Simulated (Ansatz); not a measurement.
# How fast states decay through LiNbBr6, part 2 of 3

Aim: relax a made-up compound, LiNbBr6, and see how good a tunnel barrier it would be. It is built by putting Br for F, Nb for Ta in the LiTaF6 structure of space group R-3, with the volume rescaled by atomic radii. The parent structure comes from the Materials Project.

Ansatz 0.2.0; PBE DFT, plane waves, PAW files (the session's first sound run).

So far. Step 2 (Cell and atoms at rest): The largest force component on a free atom ends at 7.8e-4 eV/Å.

The structure was built from a prototype and need not be the compound's stable phase.

### Step 3. Band edges

The energy window and the wavevectors of the next steps follow from the band edges, so these are searched first, off the mesh as well.

File input.yaml:

```yaml
crystal:
  lattice:
    - [3.4068724915, 1.9669587501, 6.0631918931]
    - [-3.4068724915, 1.9669587501, 6.0631918931]
    - [0.0, -3.9339175001, 6.0631918931]
  atoms:
    - { symbol: Li, position: [0.5, 0.5, 0.5] }
    - { symbol: Nb, position: [0.0, 0.0, 0.0] }
    - { symbol: Br, position: [0.6201047751, 0.2309393327, 0.9085398643] }
    - { symbol: Br, position: [0.2309393327, 0.9085398643, 0.6201047751] }
    - { symbol: Br, position: [0.9085398643, 0.6201047751, 0.2309393327] }
    - { symbol: Br, position: [0.3798952249, 0.7690606673, 0.0914601357] }
    - { symbol: Br, position: [0.7690606673, 0.0914601357, 0.3798952249] }
    - { symbol: Br, position: [0.0914601357, 0.3798952249, 0.7690606673] }
kpoints:
  mp_grid: { grid: [4, 4, 4] }
  band_path: { path: [VBM, CBM], npoints: 30 }
scf:
  occupations: { method: fixed }
hamiltonian:
  xc: pbe
output:
  eigenvalues: true
  write_potential: true
  write_density: true
  volumetric_format: npy
```

Launch:

```sh
> ansatz run input.yaml --threads 2 --pin off --max-ram 4096MiB --backend cpu --events-out ev --progress --plain --runs-dir out
```

Numbers of over 12 decimals in the logs are rounded to 6 here.

The program printed:

```text
[...]
Crystal: 8 atoms, lattice volume = 243.783 Å³
Basis set: ecut = 420 eV, 4773 PW (Γ)
Bands: 37, of which v1, the nominal top of the filled ones, is band 29 counted from 1 (28 counted from 0)
Symmetry: 6 space group operations
[...]
k-points: 14 of 64
[...]
SCF iter   1: F=—  HF=-21464.109896 eV  |F-HF|=—  |Δ(HF+E_count)|=         —  Δρ=8.58e-4  dr2=1.03e-3  ethr=1.77e-3  ⟨swp⟩=5.9  Hψ=2157  notcnv=0  defer=78
[...]
SCF iter   6: F=-21464.110693 eV  HF=-21464.110693 eV  |F-HF|=1.66e-8  |Δ(HF+E_count)|=   1.29e-6  Δρ=4.34e-6  dr2=1.00e-7  ethr=1.72e-10  ⟨swp⟩=13.6  Hψ=2796  notcnv=0
SCF 1 converged in 6 iterations: F = -21464.110693 eV  dr2 = 1.00e-7
[...]
NSCF: frozen V_eff on 40 k-points
[...]
SCF converged after 6 iterations
Free energy (F): -21464.110693 eV
[...]
Internal energy: -21464.110693 eV  (E = F + TS)
E sigma→0 (E₀):  -21464.110693 eV
Fermi energy:    2.106979 eV
[...]
--- Band table (eV; the first three rows and the last of 14) ---
  k-point 0: bands = [... 25 lower, 1.8633, 1.9570, 1.9570, 2.1070, 3.6097, 3.7919, 3.7919, 6.3672, ... 4 higher]
  k-point 1: bands = [... 25 lower, 1.6971, 1.9006, 1.9609, 2.0230, 3.6806, 3.7319, 3.9161, 6.1654, ... 4 higher]
  k-point 2: bands = [... 25 lower, 1.7155, 1.8017, 1.8528, 1.9003, 3.5424, 3.7621, 4.0622, 5.9813, ... 4 higher]
  k-point 13: bands = [... 25 lower, 1.8325, 1.8325, 1.8389, 1.8389, 3.8216, 3.8967, 3.8967, 6.0667, ... 4 higher]
```

Run time: 18 s. Hardware: 2 threads of Arm Neoverse V2, shared host; peak memory 0.51 GiB.

Numbers from this step:

* free energy: -21464.1107 eV
* Fermi energy: 2.107 eV
* gap on the k-mesh: 1.435 eV
* gap on path: 1.435 eV, by band count; negative where bands overlap
* direct gap on path: 1.503 eV
* edge places on path: 0, 0.5597 1/A along the path

Electronic bands along the path, in eV, zero at the Fermi level (highest filled level under fixed occupations); v1 is the highest filled band, c1 the lowest empty one:

```csv
point,v4,v3,v2,v1,c1,c2,c3,c4
VBM,-0.24,-0.15,-0.15,0.00,1.50,1.68,1.68,4.26
CBM,-0.39,-0.31,-0.25,-0.21,1.44,1.66,1.96,3.87
```

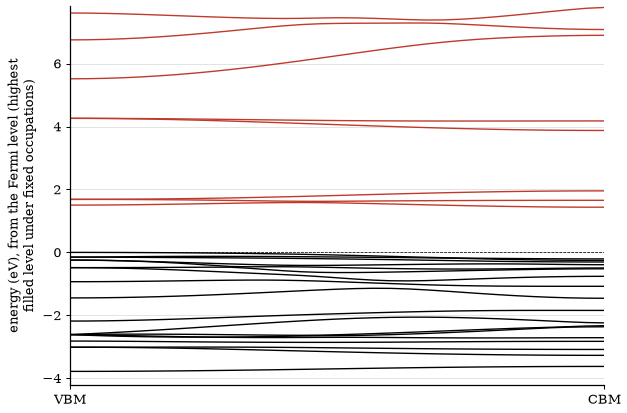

Electronic bands along the path; lines of filled and empty bands in two colours.

The searched edges give 1.44 eV, as on the mesh.

### Step 4. Decaying states in the gap, plane (001), k-mesh 6×6×6

This step: PBE DFT, plane waves, PAW files; complex bands by layer matching along the plane's normal (Ansatz 0.2.0).

The same crystal is laid in a cell whose first two vectors span the (001) plane (indices of the standard conventional cell, whose axes can be ordered otherwise than in the bulk input). At fixed energy and wavevector in the plane the solver finds all kz, real and complex. A few wavevectors are listed, (0, 0) and (-0.5, -0.5) in units of the plane's reciprocal vectors; the slowest state needn't be among them.

File input.yaml:

```yaml
crystal:
  lattice:
    - [6.813744983, 0.0, 0.0]
    - [3.406872492, 5.90087625, 0.0]
    - [3.406872492, -1.96695875, 6.063191893]
  atoms:
    - { symbol: Li, position: [0.0, 0.5, 0.5] }
    - { symbol: Nb, position: [0.0, 0.0, 0.0] }
    - { symbol: Br, position: [0.8510441078, 0.7690606673, 0.2404160279] }
    - { symbol: Br, position: [0.139479197, 0.0914601357, 0.2404160279] }
    - { symbol: Br, position: [0.5286446394, 0.3798952249, 0.2404160279] }
    - { symbol: Br, position: [0.1489558922, 0.2309393327, 0.7595839721] }
    - { symbol: Br, position: [0.860520803, 0.9085398643, 0.7595839721] }
    - { symbol: Br, position: [0.4713553606, 0.6201047751, 0.7595839721] }
kpoints:
  mp_grid: { grid: [6, 6, 6] }
scf:
  occupations: { method: fixed }
hamiltonian:
  xc: pbe
output:
  eigenvalues: true
  transmission:
    leads: [[0, 0]]
    kpoints: [[0.0, 0.0], [-0.5, -0.5]]
    e_range: [-1.0, 2.44]
    de: 0.09
```

The program printed:

```text
[...]
Crystal: 8 atoms, lattice volume = 243.783 Å³
Basis set: ecut = 420 eV, 4773 PW (Γ)
Bands: 37, of which v1, the nominal top of the filled ones, is band 29 counted from 1 (28 counted from 0)
Symmetry: 6 space group operations
[...]
k-points: 40 of 216
[...]
SCF iter   1: F=—  HF=-21464.111114 eV  |F-HF|=—  |Δ(HF+E_count)|=         —  Δρ=8.51e-4  dr2=1.01e-3  ethr=1.77e-3  ⟨swp⟩=6.0  Hψ=6205  notcnv=0  defer=223
[...]
SCF iter   7: F=-21464.111964 eV  HF=-21464.111964 eV  |F-HF|=1.15e-8  |Δ(HF+E_count)|=   4.22e-8  Δρ=1.72e-6  dr2=1.72e-8  ethr=1.72e-10  ⟨swp⟩=14.1  Hψ=6693  notcnv=0
SCF 1 converged in 7 iterations: F = -21464.111964 eV  dr2 = 1.72e-8
[...]
transmission: 13 of 26 steps passed
transmission: 26 of 26 steps passed
SCF converged after 7 iterations
Free energy (F): -21464.111964 eV
[...]
Internal energy: -21464.111964 eV  (E = F + TS)
E sigma→0 (E₀):  -21464.111964 eV
Fermi energy:    2.106646 eV
[...]
--- Band table (eV; the first three rows and the last of 40) ---
  k-point 0: bands = [... 25 lower, 1.8630, 1.9567, 1.9567, 2.1066, 3.6105, 3.7927, 3.7927, 6.3679, ... 4 higher]
  k-point 1: bands = [... 25 lower, 1.8768, 1.8768, 1.9752, 1.9752, 3.6960, 3.8256, 3.8256, 6.2801, ... 4 higher]
  k-point 2: bands = [... 25 lower, 1.8345, 1.8345, 1.9293, 1.9293, 3.7926, 3.8772, 3.8772, 6.1307, ... 4 higher]
  k-point 39: bands = [... 25 lower, 1.5843, 1.8220, 1.8909, 1.9426, 3.7506, 3.7997, 4.0000, 6.0587, ... 4 higher]
--- Transmission ---
  basis      : 361 plane waves across, 13 finite elements along
  points     : 2, as listed
  energies   : 39 from -1.000000 to 2.420000 eV about the Fermi level, 0.090000 eV apart; the leads are filled to 0.718284 eV, and channels, transmission and decay are at 0.710000 eV
  crystal 0  : Br6Nb1Li1, at the sites [0, 0], period 6.0632 Å: whole cells are its period
    offset         : up to 0.0000 Å between an atom of the period and one for which it stands
    channels       : 0.000000e0 a spin
    conductance    : none, the energies end too early or step too widely for 300 K: set another output.transmission.e_range or a lower de, or, where they end at an eighth of basis.ecutwfc, a higher one
    slowest decay  : 0.1938 /Å at (0.0000, 0.0000)
```

The job ended after 94 s (2 threads; peak memory 1.4 GiB; 2.7 min of CPU time).

This step gave:

```yaml
free_energy: -21464.1120 eV
gap_on_the_k_mesh: 1.437 eV
level_to_which_the_leads_are_filled: 0.7183 eV from the Fermi level
decay_constant_at_the_filling_level_zone_centre: 0.1938 Å⁻¹
decay_constant_at_the_filling_level_slowest_listed_point: 0.1938 Å⁻¹
```

K parallel (0, 0); values up to 1.5 1/Å, a degenerate pair printed once or twice; energies at which all values exceed this have no row. The Im kz of the slowest decaying states by energy, zero at the highest filled level on the SCF mesh:

```csv
energy (eV),decay 1 (Å⁻¹),decay 2 (Å⁻¹),decay 3 (Å⁻¹),decay 4 (Å⁻¹)
-1.0000,0.131,0.157,0.251,0.661
-0.7300,0.201,0.222,0.550,1.30
-0.4600,0.0473,0.192,0.369,0.372
-0.2800,0.0762,0.421,1.27,1.35
-0.0100,0.201,0.303,0.471,1.25
0.2600,0.134,0.323,0.375,0.507
0.5300,0.178,0.389,0.393,0.534
0.7100,0.194,0.388,0.424,0.547
0.9800,0.202,0.377,0.457,0.563
1.2500,0.183,0.348,0.474,0.574
1.5200,0.272,0.477,0.578,0.892
1.7900,0.323,0.449,0.562,0.692
1.9700,0.425,0.457,0.481,0.647
2.2400,0.453,0.535,0.572,0.624
```

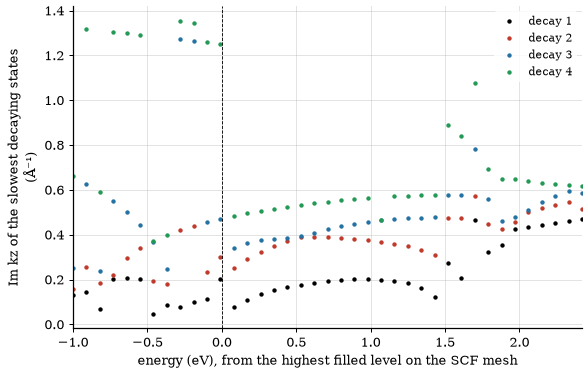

Im kz of the slowest decaying states, plotted against energy.

K parallel (-0.5, -0.5); values up to 1.5 1/Å, a degenerate pair printed once or twice; energies at which all values exceed this have no row. Table of Im kz of the slowest decaying states by energy, zero at the highest filled level on the SCF mesh:

```csv
energy (eV),decay 1 (Å⁻¹),decay 2 (Å⁻¹),decay 3 (Å⁻¹),decay 4 (Å⁻¹)
-1.0000,0.241,0.285,0.294,0.308
-0.7300,0.0495,0.0879,0.252,0.255
-0.4600,0.0721,0.0745,0.127,0.161
-0.2800,0.0111,0.0471,0.0829,0.360
-0.0100,0.142,0.208,0.232,0.267
0.2600,0.196,0.238,0.327,0.363
0.5300,0.222,0.258,0.358,0.375
0.7100,0.230,0.263,0.346,0.397
0.9800,0.228,0.258,0.322,0.418
1.2500,0.205,0.230,0.262,0.426
1.5200,0.0995,0.144,0.411,0.517
1.7900,0.411,0.434,0.515,0.561
1.9700,0.0884,0.437,0.502,0.514
2.2400,0.305,0.422,0.464,0.512
```

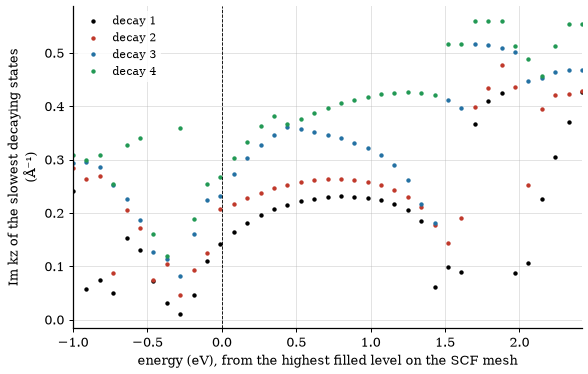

Im kz of the slowest decaying states against energy.

At the listed wavevectors the last open channel is at -0.01 eV and the next at +1.52 eV on the grid. At +0.71 eV, the grid energy nearest the filling level (the middle of the gap on the SCF mesh), the slowest state at the listed wavevectors decays with κ = 0.194 Å⁻¹, its amplitude falling by e over 5.2 Å. Through 1 nm of this crystal that state's transmission falls by exp(−2 × 0.194 Å⁻¹ × 10 Å) = 0.021.

### Step 5. Decaying states in the gap, plane (101), k-mesh 4×4×4

The same for the (101) plane, at (0, 0) and (0, -0.5), to see how the decay depends on direction.

File input.yaml:

```yaml
crystal:
  lattice:
    - [7.227586238, 0.0, 0.0]
    - [3.211799843, 6.00928136, 0.0]
    - [3.211799843, 2.146330208, 5.612907366]
  atoms:
    - { symbol: Li, position: [0.5, 0.5, 0.5] }
    - { symbol: Nb, position: [0.0, 0.0, 0.0] }
    - { symbol: Br, position: [0.7595839721, 0.7690606673, 0.0914601357] }
    - { symbol: Br, position: [0.7595839721, 0.0914601357, 0.3798952249] }
    - { symbol: Br, position: [0.7595839721, 0.3798952249, 0.7690606673] }
    - { symbol: Br, position: [0.2404160279, 0.2309393327, 0.9085398643] }
    - { symbol: Br, position: [0.2404160279, 0.9085398643, 0.6201047751] }
    - { symbol: Br, position: [0.2404160279, 0.6201047751, 0.2309393327] }
kpoints:
  mp_grid: { grid: [4, 4, 4] }
scf:
  occupations: { method: fixed }
hamiltonian:
  xc: pbe
output:
  eigenvalues: true
  transmission:
    leads: [[0, 0]]
    kpoints: [[0.0, 0.0], [0.0, -0.5]]
    e_range: [-1.0, 2.44]
    de: 0.09
```

The program printed:

```text
[...]
Crystal: 8 atoms, lattice volume = 243.783 Å³
Basis set: ecut = 420 eV, 4773 PW (Γ)
Bands: 37, of which v1, the nominal top of the filled ones, is band 29 counted from 1 (28 counted from 0)
Symmetry: 6 space group operations
[...]
k-points: 14 of 64
[...]
SCF iter   1: F=—  HF=-21464.109306 eV  |F-HF|=—  |Δ(HF+E_count)|=         —  Δρ=8.57e-4  dr2=1.02e-3  ethr=1.77e-3  ⟨swp⟩=5.8  Hψ=2116  notcnv=0  defer=77
[...]
SCF iter   7: F=-21464.110817 eV  HF=-21464.110817 eV  |F-HF|=1.96e-8  |Δ(HF+E_count)|=   6.53e-8  Δρ=2.13e-6  dr2=2.81e-8  ethr=1.72e-10  ⟨swp⟩=14.1  Hψ=2286  notcnv=0
SCF 1 converged in 7 iterations: F = -21464.110817 eV  dr2 = 2.81e-8
[...]
transmission: 14 of 28 steps passed
transmission: 28 of 28 steps passed
SCF converged after 7 iterations
Free energy (F): -21464.110817 eV
[...]
Internal energy: -21464.110817 eV  (E = F + TS)
E sigma→0 (E₀):  -21464.110817 eV
Fermi energy:    2.106966 eV
[...]
--- Band table (eV; the first three rows and the last of 14) ---
  k-point 0: bands = [... 25 lower, 1.8633, 1.9570, 1.9570, 2.1070, 3.6097, 3.7919, 3.7919, 6.3672, ... 4 higher]
  k-point 1: bands = [... 25 lower, 1.6971, 1.9006, 1.9609, 2.0230, 3.6806, 3.7319, 3.9162, 6.1655, ... 4 higher]
  k-point 2: bands = [... 25 lower, 1.7155, 1.8017, 1.8528, 1.9002, 3.5424, 3.7621, 4.0622, 5.9813, ... 4 higher]
  k-point 13: bands = [... 25 lower, 1.8325, 1.8325, 1.8389, 1.8389, 3.8216, 3.8967, 3.8967, 6.0667, ... 4 higher]
--- Transmission ---
  basis      : 387 plane waves across, 14 finite elements along
  points     : 2, as listed
[...]
crystal 0  : Br6Nb1Li1, at the sites [0, 0], period 5.6129 Å: whole cells are its period
[...]
channels       : 0.000000e0 a spin
[...]
slowest decay  : 0.2481 /Å at (0.0000, -0.5000)
```

It took 1.9 min on 2 threads; peak memory 1.6 GiB; 3.2 min of CPU time.

This step gave:

| Property | Result |
| --- | --- |
| free energy | -21464.1108 eV |
| gap on the k-mesh | 1.435 eV |
| level to which the leads are filled | 0.7177 eV from the Fermi level |
| decay constant at the filling level, zone centre | 0.2549 Å⁻¹ |
| decay constant at the filling level, slowest listed point | 0.2481 Å⁻¹ |

K parallel (0, 0); values up to 1.5 1/Å, a degenerate pair printed once or twice; energies at which all values exceed this have no row. The Im kz of the slowest decaying states by energy, zero at the highest filled level on the SCF mesh:

```csv
energy (eV),decay 1 (Å⁻¹),decay 2 (Å⁻¹),decay 3 (Å⁻¹),decay 4 (Å⁻¹)
-1.00,0.0499,0.154,0.179,0.274
-0.73,0.0760,0.0775,0.218,0.259
-0.37,0.102,0.132,0.300,0.409
-0.10,0.106,0.108,0.251,0.318
-0.01,0.152,0.167,0.338,0.366
0.26,0.199,0.294,0.300,0.384
0.53,0.238,0.325,0.369,0.375
0.89,0.266,0.309,0.331,0.435
1.16,0.258,0.269,0.286,0.444
1.52,0.256,0.387,0.466,0.489
1.79,0.265,0.388,0.527,0.614
2.15,0.274,0.369,0.498,0.525
2.42,0.406,0.427,0.500,0.509
```

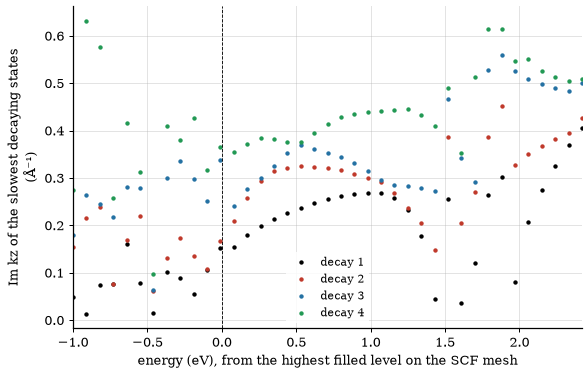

Im kz of the slowest decaying states against energy.

(Continued in part 3 of 3.)

[Logs are printed without paths, hosts, clocks, repeated set-up lines and the standing remarks that a program may print on its own settings, such as how far it seeks lower states.]

[Hosts, paths, dates, database ids (printed as entryN), source tags and the programs' standing remarks are cut or masked in the printed files.]
